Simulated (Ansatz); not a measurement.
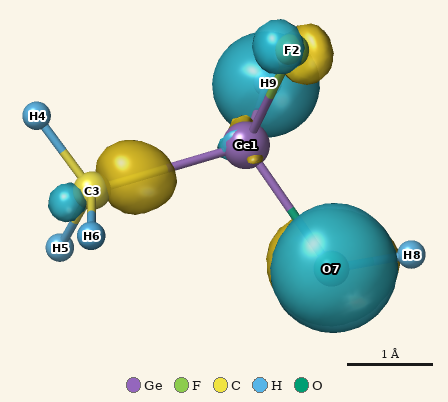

*CH5FGeO. The HOMO at ±0.2 Å⁻³ᐟ² (yellow and cyan are the two phases), seen across its widest extent.*

The calculation used Ansatz 0.2.0, RKS B3LYP-D4/def2-SVP.

Input

```
crystal:
  periodic: [false, false, false]
  atoms:
    - { symbol: Ge, position_ang: [0.0, 0.0, 0.0] }
    - { symbol: F, position_ang: [0.0, 0.0, 1.68] }
    - { symbol: C, position_ang: [1.8483, 0.0, -0.6527] }
    - { symbol: H, position_ang: [2.196, -1.0463, -0.7809] }
    - { symbol: H, position_ang: [1.8968, 0.5276, -1.6281] }
    - { symbol: H, position_ang: [2.5002, 0.5187, 0.0808] }
    - { symbol: O, position_ang: [-0.8337, 1.4443, -0.5894] }
    - { symbol: H, position_ang: [-1.7915, 1.2136, -0.8118] }
    - { symbol: H, position_ang: [-0.73, -1.2648, -0.5162] }
basis:
  gaussian: { orbitals: def2-SVP }
hamiltonian:
  xc: b3lyp
  dispersion: d4
relax:
  f_tol: 0.02
  max_steps: 40
output:
  orbitals: {}
```

Launched as:

```sh
ansatz run input.yaml --threads 2 --pin off --max-ram 3072MiB --backend cpu --events-out ev --progress --plain --runs-dir out
```

The fields are those of the run's last geometry, not of the input's.

**Describe this orbital and give its energy.**

Its weight (Hirshfeld) is mainly on O7 (about 55 %), Ge1 (about 15 %), H9 (about 15 %) and C3 (about 5 %). Its energy is −8.42 eV.
